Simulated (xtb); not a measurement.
**Run report: C₄H₁₂MoN₂O₂, geometry relaxation (part 2 of 2)**

C₄H₁₂MoN₂O₂ (MoO2(NMe2)2); GFN2-xTB (xtb 6.7.1). The geometry comes from this level: GFN2-xTB.

Geometry of the input (Å):
```
Mo 1.0914  0.0077  0.7696
O  0.8790  -0.0217  2.3965
O  2.5555  0.0467  0.0300
N  0.1057  1.4976  0.0912
C  0.4981  2.3051  -1.0491
C  -1.0226  2.1026  0.7750
H  -0.3139  2.3571  -1.7885
H  1.3814  1.8659  -1.5181
H  0.7359  3.3321  -0.7345
H  -1.2740  1.5106  1.6587
H  -0.7833  3.1289  1.0904
H  -1.8990  2.1476  0.1123
N  0.1382  -1.4963  0.0763
C  0.4229  -2.1225  -1.2018
C  -0.8149  -2.2918  0.8280
H  0.7990  -3.1464  -1.0595
H  1.1784  -1.5389  -1.7338
H  -0.4864  -2.1784  -1.8176
H  -0.9719  -1.8387  1.8093
H  -1.7774  -2.3495  0.2999
H  -0.4420  -3.3176  0.9655
```

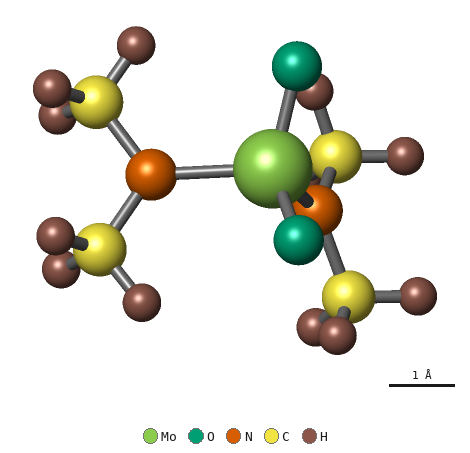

**Figure 1.** The starting structure (ball-and-stick view, seen at a tilt). Sticks mark near contacts.

## Log, continued
```
 --------------------
O3-Mo1-O2=124.25               N4-Mo1-O2=107.41               N4-Mo1-O3=106.36               N13-Mo1-O2=106.32
N13-Mo1-O3=107.47              N13-Mo1-N4=103.15              C5-N4-Mo1=124.98               C6-N4-Mo1=123.97
C6-N4-C5=110.39                H7-C5-N4=110.79                H8-C5-N4=109.41                H8-C5-H7=109.11
H9-C5-N4=110.68                H9-C5-H7=107.93                H9-C5-H8=108.87                H10-C6-N4=109.51
H11-C6-N4=110.79               H11-C6-H10=108.88              H12-C6-N4=110.65               H12-C6-H10=109.03
H12-C6-H11=107.94

 selected dihedral angles (degree)
 ---------------------------------
C5-N4-Mo1-O2=146.56           C5-N4-Mo1-O3= 11.58           C5-N4-Mo1-N13=258.63          C6-N4-Mo1-O2=336.81
C6-N4-Mo1-O3=201.83           C6-N4-Mo1-N13= 88.87          H7-C5-N4-Mo1=126.26           H7-C5-N4-C6=297.21
H8-C5-N4-Mo1=  5.92           H8-C5-N4-C6=176.87            H9-C5-N4-Mo1=245.95           H9-C5-N4-C6= 56.90
H10-C6-N4-Mo1=353.87          H10-C6-N4-C5=182.81           H11-C6-N4-Mo1=113.98          H11-C6-N4-C5=302.92
H12-C6-N4-Mo1=233.66          H12-C6-N4-C5= 62.60
           -------------------------------------------------
          |                Final Singlepoint                |
           -------------------------------------------------

          ...................................................
          :                      SETUP                      :
          :.................................................:
          :  # basis functions                  54          :
          :  # atomic orbitals                  53          :
          :  # shells                           31          :
          :  # electrons                        56          :
          :  max. iterations                   250          :
          :  Hamiltonian                  GFN2-xTB          :
          :  restarted?                      false          :
          :  GBSA solvation                  false          :
          :  PC potential                    false          :
          :  electronic temp.          300.0000000     K    :
          :  accuracy                    1.0000000          :
          :  -> integral cutoff          0.2500000E+02      :
          :  -> integral neglect         0.1000000E-07      :
          :  -> SCF convergence          0.1000000E-05 Eh   :
          :  -> wf. convergence          0.1000000E-03 e    :
          :  Broyden damping             0.4000000          :
          :  net charge                          0          :
          :  unpaired electrons                  0          :
          ...................................................

 iter      E             dE          RMSdq      gap      omega  full diag
   1    -31.1194091 -0.311194E+02  0.766E-06    3.39       0.0  T
   2    -31.1194091  0.227374E-12  0.751E-06    3.39    2905.7  T
   3    -31.1194091 -0.689226E-12  0.280E-06    3.39    7804.6  T

   *** convergence criteria satisfied after 3 iterations ***

         #    Occupation            Energy/Eh            Energy/eV
      -------------------------------------------------------------
         1        2.0000           -0.6703410             -18.2409
       ...           ...                  ...                  ...
        22        2.0000           -0.4347423             -11.8299
        23        2.0000           -0.4236080             -11.5270
        24        2.0000           -0.4206913             -11.4476
        25        2.0000           -0.4123792             -11.2214
        26        2.0000           -0.3977742             -10.8240
        27        2.0000           -0.3943864             -10.7318
        28        2.0000           -0.3635762              -9.8934 (HOMO)
        29                         -0.2388791              -6.5002 (LUMO)
        30                         -0.2040732              -5.5531
        31                         -0.1624248              -4.4198
        32                         -0.1475663              -4.0155
        33                         -0.1269987              -3.4558
       ...                                ...                  ...
        53                          0.7489431              20.3798
      -------------------------------------------------------------
                  HL-Gap            0.1246970 Eh            3.3932 eV
             Fermi-level           -0.3012277 Eh           -8.1968 eV

 SCC (total)                   0 d,  0 h,  0 min,  0.019 sec
 SCC setup                      ...        0 min,  0.000 sec (  1.576%)
 Dispersion                     ...        0 min,  0.000 sec (  0.648%)
 classical contributions        ...        0 min,  0.000 sec (  0.239%)
 integral evaluation            ...        0 min,  0.004 sec ( 20.904%)
 iterations                     ...        0 min,  0.005 sec ( 24.532%)
 molecular gradient             ...        0 min,  0.010 sec ( 50.982%)
 printout                       ...        0 min,  0.000 sec (  1.013%)

         :::::::::::::::::::::::::::::::::::::::::::::::::::::
         ::                     SUMMARY                     ::
         :::::::::::::::::::::::::::::::::::::::::::::::::::::
         :: total energy             -30.815250219183 Eh    ::
         :: gradient norm              0.000156009626 Eh/a0 ::
         :: HOMO-LUMO gap              3.393179328583 eV    ::
         ::.................................................::
         :: SCC energy               -31.119260311314 Eh    ::
         :: -> isotropic ES            0.136674622225 Eh    ::
         :: -> anisotropic ES          0.004063871702 Eh    ::
         :: -> anisotropic XC          0.013127473912 Eh    ::
         :: -> dispersion             -0.017329227360 Eh    ::
         :: repulsion energy           0.304010092131 Eh    ::
         :: add. restraining           0.000000000000 Eh    ::
         :: total charge               0.000000000000 e     ::
         :::::::::::::::::::::::::::::::::::::::::::::::::::::

           -------------------------------------------------
          |                Property Printout                |
           -------------------------------------------------

    * Orbital Energies and Occupations

         #    Occupation            Energy/Eh            Energy/eV
      -------------------------------------------------------------
         1        2.0000           -0.6703410             -18.2409
       ...           ...                  ...                  ...
        16        2.0000           -0.4920509             -13.3894
        17        2.0000           -0.4768576             -12.9760
        18        2.0000           -0.4729999             -12.8710
        19        2.0000           -0.4558423             -12.4041
        20        2.0000           -0.4428888             -12.0516
        21        2.0000           -0.4403462             -11.9824
        22        2.0000           -0.4347423             -11.8299
        23        2.0000           -0.4236080             -11.5270
        24        2.0000           -0.4206913             -11.4476
        25        2.0000           -0.4123792             -11.2214
        26        2.0000           -0.3977742             -10.8240
        27        2.0000           -0.3943864             -10.7318
        28        2.0000           -0.3635762              -9.8934 (HOMO)
        29                         -0.2388791              -6.5002 (LUMO)
        30                         -0.2040732              -5.5531
        31                         -0.1624248              -4.4198
        32                         -0.1475663              -4.0155
        33                         -0.1269987              -3.4558
        34                          0.0151563               0.4124
        35                          0.0436525               1.1878
        36                          0.0770018               2.0953
        37                          0.0782094               2.1282
        38                          0.0982428               2.6733
        39                          0.1182711               3.2183
       ...                                ...                  ...
        53                          0.7489431              20.3798
      -------------------------------------------------------------
                  HL-Gap            0.1246970 Eh            3.3932 eV
             Fermi-level           -0.3012277 Eh           -8.1968 eV

     #   Z          covCN         q      C6AA      α(0)
     1  42 Mo       3.665     0.924   346.384    44.615
     2   8 O        0.804    -0.551    24.969     6.698
     3   8 O        0.804    -0.550    24.961     6.697
     4   7 N        2.670    -0.238    26.225     7.606
     5   6 C        3.781    -0.030    21.126     6.548
     6   6 C        3.790    -0.029    21.106     6.543
     7   1 H        0.923     0.050     2.315     2.379
     8   1 H        0.924     0.086     1.916     2.165
     9   1 H        0.923     0.056     2.244     2.343
    10   1 H        0.924     0.084     1.936     2.176
    11   1 H        0.923     0.057     2.233     2.337
    12   1 H        0.923     0.051     2.306     2.375
    13   7 N        2.670    -0.238    26.224     7.606
    14   6 C        3.788    -0.029    21.108     6.543
    15   6 C        3.783    -0.030    21.125     6.547
    16   1 H        0.923     0.057     2.234     2.337
    17   1 H        0.924     0.084     1.934     2.175
    18   1 H        0.923     0.051     2.306     2.375
    19   1 H        0.924     0.086     1.917     2.165
    20   1 H        0.923     0.050     2.315     2.379
    21   1 H        0.923     0.056     2.244     2.342

 Mol. C6AA /au·bohr⁶  :       5437.197685
 Mol. C8AA /au·bohr⁸  :     197379.711569
 Mol. α(0) /au        :        126.950415

Wiberg/Mayer (AO) data.
largest (>0.10) Wiberg bond orders for each atom

 ---------------------------------------------------------------------------
     #   Z sym  total        # sym  WBO       # sym  WBO       # sym  WBO
 ---------------------------------------------------------------------------
     1  42 Mo   7.042 --     3 O    2.040     2 O    2.038    13 N    1.175
                             4 N    1.175
     2   8 O    2.268 --     1 Mo   2.038     3 O    0.107
     3   8 O    2.268 --     1 Mo   2.040     2 O    0.107
     4   7 N    3.396 --     1 Mo   1.175     6 C    1.005     5 C    1.004
     5   6 C    3.981 --     4 N    1.004     7 H    0.966     9 H    0.962
                             8 H    0.939
     6   6 C    3.981 --     4 N    1.005    12 H    0.965    11 H    0.962
                            10 H    0.937
     7   1 H    0.997 --     5 C    0.966
     8   1 H    0.992 --     5 C    0.939
     9   1 H    0.997 --     5 C    0.962
    10   1 H    0.993 --     6 C    0.937
    11   1 H    0.996 --     6 C    0.962
    12   1 H    0.997 --     6 C    0.965
    13   7 N    3.396 --     1 Mo   1.175    14 C    1.004    15 C    1.004
    14   6 C    3.981 --    13 N    1.004    18 H    0.965    16 H    0.962
                            17 H    0.937
    15   6 C    3.981 --    13 N    1.004    20 H    0.966    21 H    0.962
                            19 H    0.939
    16   1 H    0.996 --    14 C    0.962
    17   1 H    0.993 --    14 C    0.937
    18   1 H    0.997 --    14 C    0.965
    19   1 H    0.992 --    15 C    0.939
    20   1 H    0.997 --    15 C    0.966
    21   1 H    0.997 --    15 C    0.962
 ---------------------------------------------------------------------------

Topologies differ in total number of bonds
Writing topology from bond orders to xtbtopo.mol

molecular dipole:
                 x           y           z       tot (Debye)
 q only:       -2.070      -0.016      -1.464
   full:       -2.056      -0.016      -1.453       6.400
molecular quadrupole (traceless):
                xx          xy          yy          xz          yz          zz
 q only:       -9.927      -0.108      15.573      -6.190      -0.137      -5.646
  q+dip:       -9.803      -0.309      16.338      -4.694       0.146      -6.536
   full:       -9.959      -0.224      16.193      -5.378       0.025      -6.234

           -------------------------------------------------
          |                Geometry Summary                 |
           -------------------------------------------------

      molecular mass/u    :      216.1102374
   center of mass at/Å    :        0.6857958       0.0048492       0.4835633
  moments of inertia/u·Å² :        0.3369621E+03   0.5351298E+03   0.5444225E+03
rotational constants/cm⁻¹ :        0.5002827E-01   0.3150195E-01   0.3096425E-01

 * 20 selected distances

     #   Z          #   Z                                           value/Å
     1  42 Mo       2   8 O                                       1.6409784
     1  42 Mo       3   8 O                                       1.6407941
     1  42 Mo       4   7 N                                       1.9109551 (max)
     4   7 N        5   6 C                                       1.4513279
     4   7 N        6   6 C                                       1.4514529
     5   6 C        7   1 H                                       1.0993997
     5   6 C        8   1 H                                       1.0922645 (min)
     5   6 C        9   1 H                                       1.1001572
     6   6 C       10   1 H                                       1.0929716
     6   6 C       11   1 H                                       1.1000124
     6   6 C       12   1 H                                       1.0996428
     1  42 Mo      13   7 N                                       1.9108340
    13   7 N       14   6 C                                       1.4514441
    13   7 N       15   6 C                                       1.4513254
    14   6 C       16   1 H                                       1.1000282
    14   6 C       17   1 H                                       1.0929208
    14   6 C       18   1 H                                       1.0996332
    15   6 C       19   1 H                                       1.0922793
    15   6 C       20   1 H                                       1.0994033
    15   6 C       21   1 H                                       1.1001173

 * 4 distinct bonds (by element types)

   Z      Z             #   av. dist./Å        max./Å        min./Å
   1 H    6 C          12     1.0974025     1.1001572     1.0922645
   6 C    7 N           4     1.4513876     1.4514529     1.4513254
   7 N   42 Mo          2     1.9108946     1.9109551     1.9108340
   8 O   42 Mo          2     1.6408863     1.6409784     1.6407941

optimized geometry written to: xtbopt.xyz

           -------------------------------------------------
          | TOTAL ENERGY              -30.815250219183 Eh   |
          | GRADIENT NORM               0.000156009626 Eh/α |
          | HOMO-LUMO GAP               3.393179328583 eV   |
           -------------------------------------------------

------------------------------------------------------------------------
------------------------------------------------------------------------
 total:
 *  cpu-time:     0 d,  0 h,  0 min,  0.076 sec
 * ratio c/w:     0.965 speedup
 SCF:
 *  cpu-time:     0 d,  0 h,  0 min,  0.021 sec
 * ratio c/w:     0.973 speedup
 ANC optimizer:
 *  cpu-time:     0 d,  0 h,  0 min,  0.041 sec
 * ratio c/w:     0.965 speedup
```

## File xtbopt.xyz
```
21
 energy: -30.815250219183 gnorm: 0.000156009626 xtb: 6.7.1
Mo           1.09143000000000        0.00769000000000        0.76963000000000
O            0.87897000000000       -0.02175000000000        2.39653000000000
O            2.55554000000000        0.04667000000000        0.02999000000000
N            0.10567000000000        1.49758000000000        0.09121000000000
C            0.49811000000000        2.30511000000000       -1.04907000000000
C           -1.02264000000000        2.10260000000000        0.77501000000000
H           -0.31385000000000        2.35710000000000       -1.78846000000000
H            1.38136000000000        1.86586000000000       -1.51808000000000
H            0.73591000000000        3.33215000000000       -0.73445000000000
H           -1.27403000000000        1.51057000000000        1.65869000000000
H           -0.78332000000000        3.12888000000000        1.09045000000000
H           -1.89903000000000        2.14758000000000        0.11234000000000
N            0.13821000000000       -1.49627000000000        0.07626000000000
C            0.42288000000000       -2.12250000000000       -1.20182000000000
C           -0.81487000000000       -2.29183000000000        0.82797000000000
H            0.79901000000000       -3.14638000000000       -1.05949000000000
H            1.17841000000000       -1.53885000000000       -1.73380000000000
H           -0.48644000000000       -2.17836000000000       -1.81762000000000
H           -0.97191000000000       -1.83868000000000        1.80933000000000
H           -1.77742000000000       -2.34951000000000        0.29990000000000
H           -0.44199000000000       -3.31765000000000        0.96549000000000
```

## Standard error
```
normal termination of xtb
```

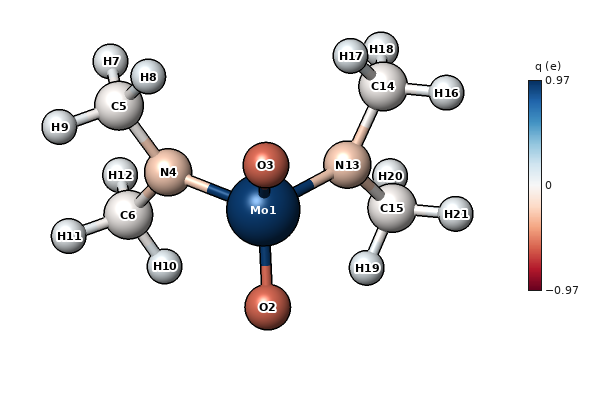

**Figure 2.** Mulliken charges, as the colour of each atom (ball-and-stick view, seen at a tilt; atoms are numbered from 1 in the order of the input). By element: Mo +0.92, O −0.55, N −0.24, C −0.03 and H +0.05 to +0.09 e.

## Summary

- outcome: converged
- electrons treated: 56
- total energy: −30.815250 hartree
- dispersion energy: −0.017329 hartree
- basis functions: 54
- HOMO: −9.89 eV
- LUMO: −6.50 eV
- dipole moment: 6.40 D
- peak memory: 0.072 GiB
